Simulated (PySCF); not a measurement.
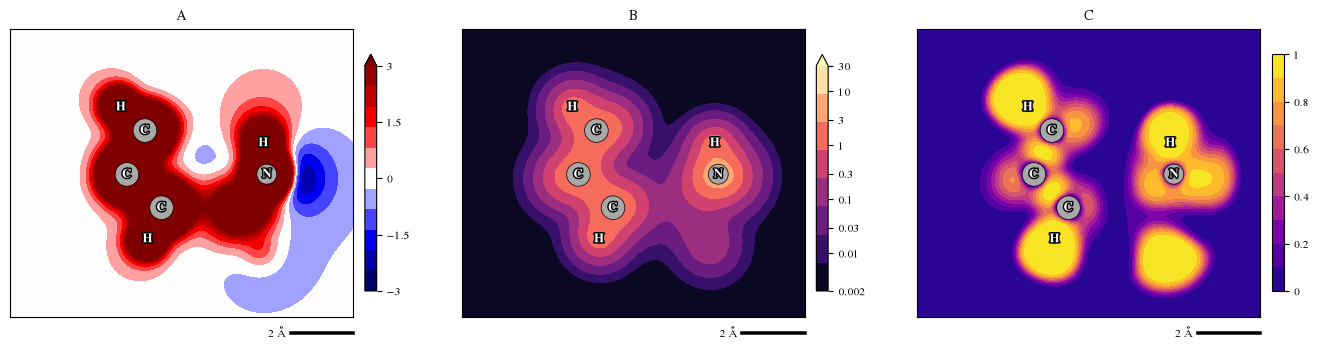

C3H12N2OSi: 3 fields on the plane of atoms C2, C3 and H13, with unlabelled colour scales. Grey discs cover the atomic cores.

Geometry: GFN2-xTB.

The calculation used PBE0/pcSseg-1, SCF density, gas phase, non-relativistic in PySCF.

> Which field does each panel show? The fields are: electron density, electron localisation function and electrostatic potential.

Panel A: electrostatic potential (strongly positive close to the atoms, with negative regions outside electron-rich atoms). Panel B: electron density. Panel C: electron localisation function. From the grid: C–C (1.52 Å): ρ is about 1.6 e/Å³ halfway; the ELF peaks at about 0.95 between the atoms, as expected for a shared electron pair.
